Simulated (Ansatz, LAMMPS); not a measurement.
# Site preference of P in place of Si in amorphous Si at 2.15 g/cm^3 (80 atoms), part 2 of 3

Aim: make P in place of Si at several sites of amorphous Si at 2.15 g/cm^3 (80 atoms), relax each, and compare their energies.

Ansatz 0.2.0; Kohn-Sham DFT, PBE, PAW (set soft_2), plane waves.

The cell: 80 Si. The quench rate of 10 K/ps far exceeds what a furnace or splat quench reaches. The starting topology of bonds comes from the classical model. Only the Γ point is sampled, in a cell whose shortest periodic width is 12 Å.

So far. Step 2 (Single point at the start): The r.m.s. force at the start is 0.22 eV/Å. Step 3 (Relaxation): The relaxation converged after 26 steps, 2.73 eV below its start, with a largest force component of 0.034 eV/Å.

## 4. Single point at the relaxed geometry

One more single point at the end of the walk gives the fuller output and checks the residual forces.

input.yaml reads:

```yaml
crystal:
  lattice:
    - [12.0113, 0.0, 0.0]
    - [0.0, 12.0113, 0.0]
    - [0.0, 0.0, 12.0113]
  atoms:
    - { symbol: Si, position: [0.07578, 0.54965, 0.7919] }
    - { symbol: Si, position: [0.59422, 0.00702, 0.55831] }
    - { symbol: Si, position: [0.07479, 0.36579, 0.5275] }
    - { symbol: Si, position: [0.51147, 0.51133, 0.71482] }
    - { symbol: Si, position: [0.60634, 0.23365, 0.74888] }
    - { symbol: Si, position: [0.75991, 0.50992, 0.13924] }
    [... 68 atom lines left out ...]
    - { symbol: Si, position: [0.15072, 0.09104, 0.32848] }
    - { symbol: Si, position: [0.78074, 0.05684, 0.98843] }
    - { symbol: Si, position: [0.77281, 0.34216, 0.70804] }
    - { symbol: Si, position: [0.82448, 0.36469, 0.89953] }
    - { symbol: Si, position: [0.9454, 0.82099, 0.36007] }
    - { symbol: Si, position: [0.92509, 0.25568, 0.60263] }
kpoints:
  mp_grid: { grid: [1, 1, 1] }
hamiltonian:
  xc: pbe
scf:
  occupations: { method: fermi_dirac, width: 0.025 }
output:
  forces: true
  stress: true
  populations: true
  dos:
    method: { smearing: { sigma: 0.08 } }
    de: 0.1
    projected: { site_lists: { Si: [Si] } }
  eigenvalues: true
  write_density: true
  write_potential: true
  volumetric_format: npy
```

Run with:

```bash
$ ansatz run input.yaml --threads 4 --pin off --max-ram 8192MiB --backend cpu --events-out ev --progress --plain --runs-dir out
```

Numbers of over 12 decimals in the logs are rounded to 6 here.

The log of the run:

```text
[...]
Crystal: 80 atoms, lattice volume = 1732.886 Å³
Basis set: ecut = 420 eV, 33833 PW (Γ), exchange–correlation on 162×162×162 points (8 copies of the dense FFT grid, shifted against one another)
Bands: 240, of which v1, the nominal top of the filled ones, is band 160 counted from 1 (159 counted from 0)
Symmetry: 1 space group operations
[...]
k-points: 1
[...]
SCF iter   1: F=—  HF=-50850.904830 eV  |F-HF|=—  |Δ(HF+E_count)|=         —  Δρ=3.75e-3  dr2=1.25e0  ethr=1.77e-3  ⟨swp⟩=6.0  Hψ=1105  notcnv=0  defer=40
[...]
SCF iter  10: F=-50850.743724 eV  HF=-50850.743724 eV  |F-HF|=2.18e-8  |Δ(HF+E_count)|=   1.97e-7  Δρ=8.86e-7  dr2=7.41e-8  ethr=3.13e-11  ⟨swp⟩=24.0  Hψ=2326  notcnv=0
SCF 1 converged in 10 iterations: F = -50850.743724 eV  dr2 = 7.41e-8
[...]
SCF converged after 10 iterations
Free energy (F): -50850.743724 eV
[...]
Internal energy: -50850.741899 eV  (E = F + TS)
E sigma→0 (E₀):  -50850.742812 eV
Entropy (-TS):   -0.001825 eV (-0.023 meV/atom)
Fermi energy:    5.631619 eV
[...]
--- Forces (eV/Å), atoms counted from 1 ---
  atom   1  Si     0.00109184     0.00052492     0.00021037
  atom   2  Si    -0.00031954     0.00370277     0.00408416
  atom   3  Si     0.00385246    -0.00036897     0.00337743
  atom   4  Si    -0.00471896    -0.00149732    -0.00687010
  atom   5  Si    -0.00457029    -0.00028573    -0.00063423
  atom   6  Si     0.00821642     0.00419311    -0.00016832
  atom   7  Si    -0.00018059    -0.00035669     0.00063079
  atom   8  Si    -0.00283439     0.00366162    -0.00272120
  atom   9  Si    -0.00511361    -0.00630632    -0.00485588
  atom  10  Si     0.00517390    -0.00029034     0.00505588
  atom  11  Si    -0.00441294    -0.00203871     0.00739565
  atom  12  Si    -0.00308436    -0.00434202     0.00041716
  atom  13  Si    -0.00443571     0.00745488     0.00324694
  atom  14  Si    -0.00511016    -0.00725547    -0.00617136
[...]
atom  79  Si    -0.00079767    -0.00167208    -0.00028083
  atom  80  Si     0.00133605    -0.00244155    -0.00188161
  max |Σ_I F_I| component: 4.31e-5 eV/Å
--- Stress (GPa, compression-positive) ---
       -0.031702       0.326282      -0.718738
        0.326282      -1.482735      -0.059485
       -0.718738      -0.059485      -2.788864
  P = ⅓ Tr σ = -1.4344 GPa (-14.344 kbar)
--- Band table (eV) ---
[...]
--- Löwdin populations: 80 sites ---
  site symbol       q [e]
     0     Si      4.1360
     1     Si      3.9453
     2     Si      3.9619
[...]
79     Si      3.9335
  spilling = 0.010728 (of n_electrons = 320.000000)
```

Elapsed: 12 s, on 4 threads of Intel Xeon at 2.60GHz (Ice Lake), shared host; peak memory 1.6 GiB; 42 s of CPU time.

Read from the output:

```
free energy                                      : -50850.7437 eV
free energy per atom                             : -635.6343 eV/atom
SCF cycles                                       : 10
pressure                                         : -1.434 GPa
r.m.s. force component                           : 0.00608 eV/Å
longest force                                    : 0.03429 eV/Å
Fermi energy                                     : 5.632 eV
gap (highest filled to lowest empty level) : 0.297 eV
spilling of the projection                       : 0.01073
```

The mean of these charges, 0.043 e, is only the charge that the projection spills.

Löwdin charges by element and coordination (they lack the spilled electrons, 0.043 e an atom on average):

```csv
element,coordination,atoms,mean charge (e),spread,least,most
Si,all,80,0.0429,0.0349,-0.136,0.147
Si,3,4,0.0138,0.133,-0.136,0.147
Si,4,76,0.0444,0.0177,-0.0029,0.0827
```

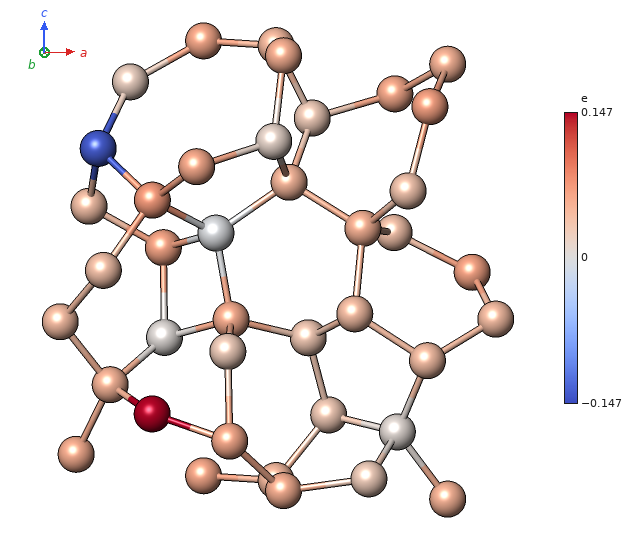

Atoms coloured by Löwdin charge. Drawn is a slice 6 Å thick, seen along the normal of the ac plane.

States in the cell by windows of 1 eV, zero at the Fermi level; the larger projections on atomic orbitals stand beside the total:

```csv
from (eV),to (eV),total,Si p,Si s
-13,-12,1.6,0.0,1.6
-12,-11,11.7,2.7,8.9
-11,-10,21.8,6.4,15.3
-10,-9,18.7,6.0,12.6
-9,-8,25.8,9.1,16.6
-8,-7,21.1,9.0,12.0
-7,-6,20.9,11.3,9.4
-6,-5,21.9,14.5,7.3
-5,-4,24.2,19.2,4.8
-4,-3,40.1,35.3,4.4
-3,-2,52.3,48.4,3.3
-2,-1,47.6,44.5,2.3
-1,0,12.3,11.0,1.0
0,1,14.1,9.6,3.2
1,2,43.4,27.6,10.1
2,3,54.1,34.3,10.0
```

The curve was stored every 0.100 eV, coarse against its broadening of 0.08 eV, so these counts are rough.

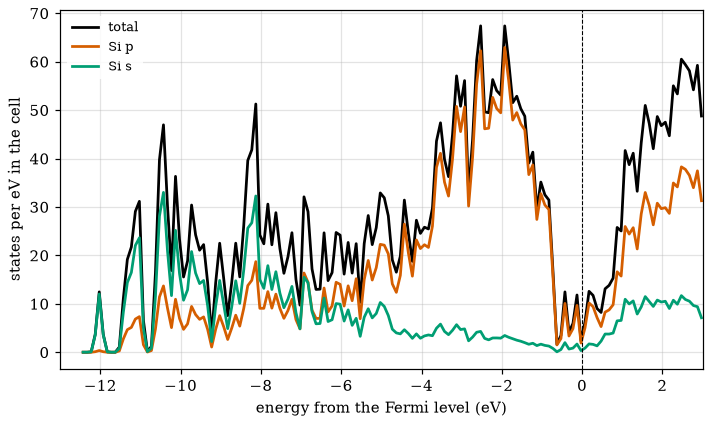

Total and projected density of states, with the broadening of the input.

The levels nearest the highest filled one (over half full), pooled over k-points and spins:

```csv
level less the highest filled one (eV),occupation
-0.819,2
-0.718,2
-0.666,2
-0.612,2
-0.277,2
0,2.00
0.297,0.005
0.465,0
0.685,0
0.837,0
0.987,0
1.03,0
```

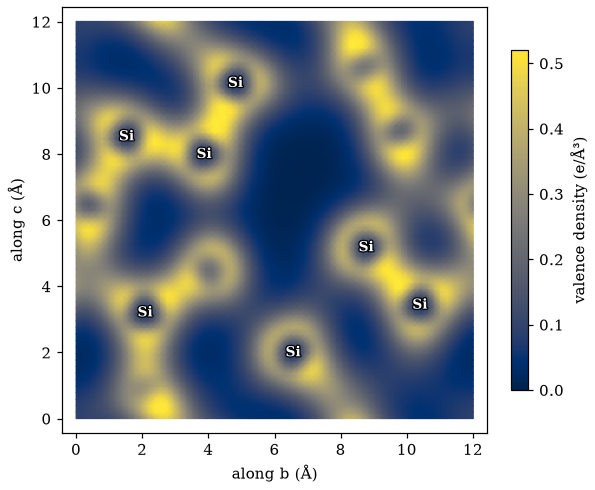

Valence density in the bc plane at fractional x = 0.064, with atoms of Si within 0.2 Å of it. It is the smooth field of the valence electrons, not physical close to the nuclei. The map starts off the cell's origin, so that atoms lie inside it.

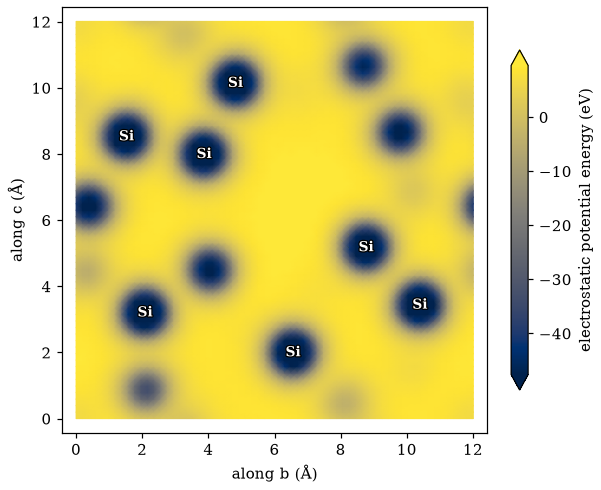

Electrostatic potential energy in the bc plane at fractional x = 0.064, with atoms of Si within 0.2 Å of it. With pseudopotentials it is smooth inside the atoms' cores, unlike the true potential. The map starts off the cell's origin, so that atoms lie inside it.

The highest filled and lowest empty levels differ by 0.297 eV (at Γ alone); a semilocal functional tends to put such gaps too low. In a disordered cell it changes from sample to sample, and tail or defect levels can set it. Löwdin charges run from -0.14 to +0.15 e, about a mean that is the spilled charge alone. Within 0.4 eV of the Fermi level the largest share is Si p (85 % of the projected weight).

## 5. P on a site of Si, site Si50

The site has 3 bonded neighbours (Si3) at 2.31 Å on average, by cutoffs that count no bonds between two metal atoms or like ions. The change is made in the relaxed cell and the atoms are relaxed again, with spin allowed.

input.yaml reads:

```yaml
crystal:
  lattice:
    - [12.0113, 0.0, 0.0]
    - [0.0, 12.0113, 0.0]
    - [0.0, 0.0, 12.0113]
  atoms:
    [... atom lines 1 to 46 left out ...]
    - { symbol: Si, position: [0.19197, 0.43269, 0.68253] }
    - { symbol: Si, position: [0.76321, 0.66464, 0.58419] }
    - { symbol: Si, position: [0.67496, 0.82866, 0.17803] }
    - { symbol: P, position: [0.43266, 0.88605, 0.28654], spin: 0.6 }
    - { symbol: Si, position: [0.06568, 0.22076, 0.20545] }
    - { symbol: Si, position: [0.29612, 0.78292, 0.20722], spin: 0.6 }
    - { symbol: Si, position: [0.21187, 0.15347, 0.90858] }
    [... atom lines 54 to 80 left out ...]
magnetization:
  spin_polarized: true
kpoints:
  mp_grid: { grid: [1, 1, 1] }
hamiltonian:
  xc: pbe
scf:
  occupations: { method: fermi_dirac, width: 0.025 }
  lower_state_search: "off"
output:
  forces: true
  eigenvalues: true
relax:
  f_tol: 0.05
  max_steps: 90
```

The log of the run:

```text
[...]
Crystal: 80 atoms, lattice volume = 1732.886 Å³
Basis set: ecut = 420 eV, 33833 PW (Γ), exchange–correlation on 162×162×162 points (8 copies of the dense FFT grid, shifted against one another)
Bands: 242, of which v1, the nominal top of the filled ones, is band 161 counted from 1 (160 counted from 0)
Symmetry: 1 space group operations
[...]
k-points: 1
[...]
Starting moments: Σ|m| = 2.4 μB on 4 of 80 sites
[...]
SCF iter   1: F=—  HF=-50978.524003 eV  |F-HF|=—  |Δ(HF+E_count)|=         —  Δρ=2.10e-2 (↑2.09e-2 ↓2.10e-2)  dr2=3.50e1  dr2_m=1.07e-1  M=0.969 μB ∫|m|=1.205 μB  β_m=0.30  ethr=3.10e-3  ⟨swp⟩=8.5  Hψ=2731  notcnv=0  defer=58
[...]
spin=Collinear: Resta preconditioning applied to the charge; magnetization (m = ρ↑ − ρ↓) channel mixes plain (no charge-response kernel on spin).
SCF iter   2: F=—  HF=-50974.830159 eV  |F-HF|=—  |Δ(HF+E_count)|=    3.69e0  Δρ=1.56e-2 (↑1.55e-2 ↓1.56e-2)  dr2=1.84e1  dr2_m=5.81e-2  M=0.965 μB ∫|m|=1.171 μB  β_m=0.30  ethr=3.10e-3  ⟨swp⟩=1.0  Hψ=558  notcnv=0  defer=80
[...]
SCF iter   6: F=—  HF=-50970.807181 eV  |F-HF|=—  |Δ(HF+E_count)|=   4.80e-3  Δρ=1.01e-3 (↑8.36e-4 ↓1.01e-3)  dr2=1.79e-1  dr2_m=5.86e-3  M=0.801 μB ∫|m|=0.941 μB  β_m=0.30  ethr=1.93e-4  ⟨swp⟩=4.5  Hψ=539  notcnv=0  defer=139
[...]
spin-set hold released at iteration 6 (site moments contracting): the magnetisation degrees of freedom join the quasi-Newton model from the next iteration; the mixer history was flushed
SCF iter   7: F=—  HF=-50970.812802 eV  |F-HF|=—  |Δ(HF+E_count)|=   5.62e-3  Δρ=6.26e-4 (↑6.13e-4 ↓6.26e-4)  dr2=2.30e-2  dr2_m=3.11e-3  M=0.916 μB ∫|m|=1.046 μB  β_m=0.34  ethr=5.59e-5  ⟨swp⟩=2.5  Hψ=508  notcnv=0  defer=139
[...]
SCF iter  12: F=-50970.848866 eV  HF=-50970.848861 eV  |F-HF|=5.02e-6  |Δ(HF+E_count)|=   2.70e-5  Δρ=5.58e-6 (↑5.47e-6 ↓5.58e-6)  dr2=4.34e-6  dr2_m=1.76e-7  M=0.928 μB ∫|m|=1.092 μB  ethr=1.00e-8  ⟨swp⟩=18.0  Hψ=3224  notcnv=0
SCF 1 converged in 12 iterations: F = -50970.848866 eV  dr2 = 4.34e-6
[...]
relax step   1: F+E_penalty+E_count = -50970.84886638 eV  Δ(F+E_penalty+E_count) = +0.000e0 eV  max|allowed force component| = 6.398e-1 eV/Å  Δτ_max = 0.0000 Å  (12 SCF iters, dr2 threshold 6.25e-5 eV, accepted)
[...]
relax step   2: F+E_penalty+E_count = -50971.05496884 eV  Δ(F+E_penalty+E_count) = -2.061e-1 eV  max|allowed force component| = 4.900e-1 eV/Å  Δτ_max = 0.1630 Å  (11 SCF iters, dr2 threshold 2.56e-5 eV, accepted)
[...]
relax step   3: F+E_penalty+E_count = -50971.29698119 eV  Δ(F+E_penalty+E_count) = -2.420e-1 eV  max|allowed force component| = 3.871e-1 eV/Å  Δτ_max = 0.1954 Å  (8 SCF iters, dr2 threshold 1.50e-5 eV, accepted)
[...]
relax step   4: F+E_penalty+E_count = -50971.44119158 eV  Δ(F+E_penalty+E_count) = -1.442e-1 eV  max|allowed force component| = 1.876e-1 eV/Å  Δτ_max = 0.1958 Å  (6 SCF iters, dr2 threshold 8.79e-5 eV, accepted)
[...]
relax step   5: F+E_penalty+E_count = -50971.48280787 eV  Δ(F+E_penalty+E_count) = -4.162e-2 eV  max|allowed force component| = 1.536e-1 eV/Å  Δτ_max = 0.0535 Å  (6 SCF iters, dr2 threshold 8.26e-6 eV, accepted)
[...]
relax step   6: F+E_penalty+E_count = -50971.49662203 eV  Δ(F+E_penalty+E_count) = -1.381e-2 eV  max|allowed force component| = 3.747e-2 eV/Å  Δτ_max = 0.0445 Å  (6 SCF iters, dr2 threshold 5.54e-6 eV, accepted)
[...]
relax step   7: F+E_penalty+E_count = -50971.49662219 eV  Δ(F+E_penalty+E_count) = -1.592e-7 eV  max|allowed force component| = 3.749e-2 eV/Å  Δτ_max = 0.0000 Å  (4 SCF iters, accepted)
SCF converged after 4 iterations
Magnetization: 0.9994 μB (160.9997 up, 160.0003 down)
Absolute magnetization: 1.1801 μB (∫|ρ↑−ρ↓|, with the PAW one-centre terms)
[...]
Per-site moments (μB) at R_I (Å): [(0.00564364, 0.986038), (-0.000115579, 0.950397), (0.00957907, 1.001339), (0.000909435, 0.987239), (0.000731846, 0.982206), [...]
Free energy (F): -50971.496622 eV
[...]
Internal energy: -50971.496454 eV  (E = F + TS)
E sigma→0 (E₀):  -50971.496538 eV
Entropy (-TS):   -0.000168 eV (-0.002 meV/atom)
Fermi energy:    5.531366 eV
[...]
Σ components = -50971.496622   (vs F -50971.496622, Δ=0.00e0)
--- Forces (eV/Å), atoms counted from 1 ---
  atom   1  Si    -0.00941648    -0.00361647     0.00406522
  atom   2  Si     0.00674053    -0.00208382     0.00004766
  atom   3  Si     0.00630487    -0.00086025     0.00128541
  atom   4  Si    -0.00593251    -0.00406396    -0.00031836
[...]
atom  80  Si     0.00446222     0.00264993     0.00143508
  max |Σ_I F_I| component: 6.43e-6 eV/Å
--- Band table (eV) ---
[...]
--- Relaxed structure (7 steps of the walk, 7 accepted, 0 SCFs on fresh bases) ---
  F+E_penalty+E_count = -50971.49662219 eV   max|allowed force component| = 3.749e-2 eV/Å
  atoms:
    - { symbol: Si, position: [0.080547, 0.552762, 0.795395] }
    - { symbol: Si, position: [0.595945, 0.0027661, 0.560378] }
    - { symbol: Si, position: [0.075651, 0.365109, 0.525978] }
    - { symbol: Si, position: [0.510204, 0.510199, 0.712942] }
[...]
- { symbol: Si, position: [0.919066, 0.258532, 0.596457] }
```

Wall time 1.9 min (4 threads); peak memory 2.6 GiB; 7.2 min of CPU time.

The relaxation converged after 7 steps, 0.648 eV below its start, with a largest force component of 0.037 eV/Å.

The surroundings of the P atom, after relaxation, nearest first, numbered as they follow in the input and with coordinates relative to it.

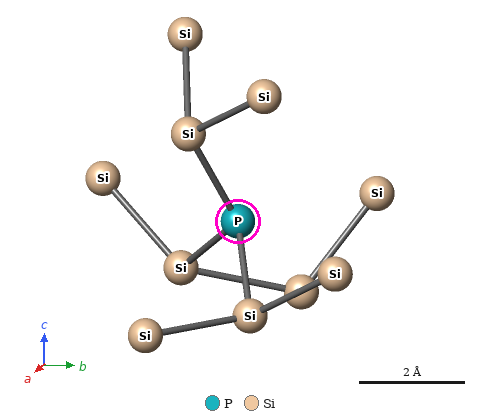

The atoms of the table, within 3.8 Å (arrows a, b, c point along x, y, z); some may hide others; the central atom is ringed.

```csv
atom,x,y,z,distance (Å),bonds,moment (μB)
P50,0.00,0.00,0.00,0.00,3,0.00
Si39,1.56,0.57,-1.53,2.26,4,0.00
Si52,-1.31,-1.40,-1.21,2.27,4,0.00
Si18,1.05,-0.75,1.88,2.28,4,0.00
Si61,-2.22,0.77,-1.77,2.94,4,0.00
Si14,2.51,2.44,-0.46,3.53,4,0.01
Si36,-2.06,-3.09,0.32,3.73,4,0.00
Si19,-0.56,-1.16,3.50,3.73,4,0.00
Si49,3.14,-1.15,-1.69,3.75,4,0.00
Si75,-3.14,2.06,0.03,3.76,4,0.00
Si2,2.22,0.99,2.90,3.78,4,0.00
```

The column of bonds counts only the pairs Si-Si within 2.98 Å, Si-P within 2.68 Å; other neighbours, such as metal atoms beside each other in a compound, aren't counted, and periodic images can show an atom twice.

The largest move is 0.63 Å, by P50.

## 6. P on a site of Si, site Si79

The site has 4 bonded neighbours (Si4) at 2.43 Å on average. 

Input and log are left out; they have the form of those shown for this kind of step.

Run time: 2.2 min. Hardware: 4 threads of Intel Xeon at 2.60GHz (Ice Lake), shared host; peak memory 2.6 GiB; 8.6 min of CPU time.

The relaxation converged after 8 steps, 0.179 eV below its start, with a largest force component of 0.042 eV/Å.

Local excerpt of 10 atoms (numbers count through the whole input) about the P atom, after relaxation; x, y, z are measured from there.

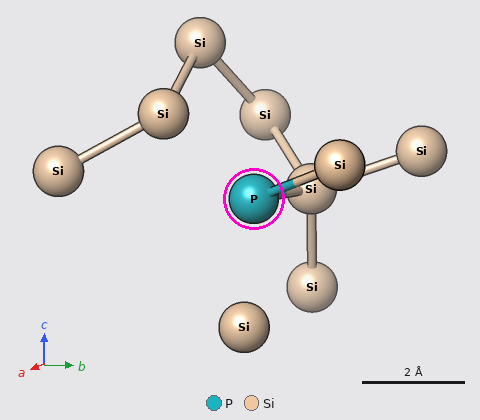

The atoms of the table, within 4.0 Å (arrows a, b, c point along x, y, z); some may hide others; the central atom is ringed.

```csv
atom,x,y,z,distance (Å),bonds,moment (μB)
P79,0.00,0.00,0.00,0.00,4,0.00
Si44,-2.26,0.38,-0.08,2.29,4,0.00
Si21,0.83,2.10,0.88,2.43,4,0.00
Si72,0.00,-1.89,1.60,2.48,4,0.00
Si60,0.20,-0.13,-2.53,2.54,4,0.01
Si26,-2.62,2.56,0.72,3.73,4,0.00
Si49,-3.22,0.05,-2.17,3.89,4,0.00
Si65,0.53,-3.90,0.43,3.96,4,0.00
Si48,-2.14,-1.90,2.73,3.96,4,0.00
Si59,-3.66,-1.10,1.14,3.99,4,0.00
```

The column of bonds counts only the pairs Si-Si within 2.77 Å, Si-P within 2.93 Å; other neighbours, such as metal atoms beside each other in a compound, aren't counted, and periodic images can show an atom twice.

The largest move is 0.52 Å, by Si15.

## 7. P on a site of Si, site Si35

The site has 4 bonded neighbours (Si4) at 2.38 Å on average. 

Input and log are left out; they have the form of those shown for this kind of step.

It took 2.6 min on 4 threads of Intel Xeon at 2.60GHz (Ice Lake), shared host; peak memory 2.7 GiB.

The relaxation converged after 9 steps, 0.143 eV below its start, with a largest force component of 0.034 eV/Å.

## 8. P on a site of Si, site Si12

The site has 4 bonded neighbours (Si4) at 2.39 Å on average. 

Input and log are left out; they have the form of those shown for this kind of step.

The job ended after 2.5 min (4 threads of Intel Xeon at 2.60GHz (Ice Lake), shared host; peak memory 2.6 GiB).

The relaxation converged after 9 steps, 0.182 eV below its start, with a largest force component of 0.050 eV/Å.

The surroundings of the P atom, after relaxation, nearest first, numbered as they follow in the input and with coordinates relative to it.

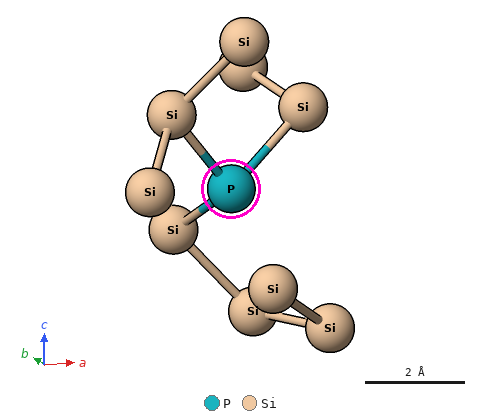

The atoms of the table, within 3.8 Å (arrows a, b, c point along x, y, z); some may hide others; the central atom is ringed.

```csv
atom,x,y,z,distance (Å),bonds,moment (μB)
P12,0.00,0.00,0.00,0.00,4,0.00
Si14,-1.43,-0.70,1.69,2.32,4,0.00
Si55,-0.70,1.95,-1.12,2.36,4,0.00
Si63,1.69,0.68,1.50,2.36,4,0.00
Si76,0.46,-1.58,-1.83,2.46,4,0.01
Si39,-2.34,-2.42,0.40,3.39,4,0.00
Si41,2.04,-0.14,-2.93,3.57,4,0.00
Si66,1.00,2.87,2.02,3.65,4,0.00
Si78,1.00,2.08,-2.88,3.70,4,0.00
Si26,-0.22,-1.87,3.32,3.81,4,0.00
```

The column of bonds counts only the pairs Si-Si within 2.77 Å, Si-P within 2.88 Å; other neighbours, such as metal atoms beside each other in a compound, aren't counted, and periodic images can show an atom twice.

The largest move is 0.50 Å, by Si15.

[end of part 2 of 3]

[Logs are printed without paths, hosts, clocks, repeated set-up lines and the standing remarks that a program may print on its own settings, such as how far it seeks lower states.]

[Hosts, paths, dates, database ids (printed as entryN), source tags and the programs' standing remarks are cut or masked in the printed files.]
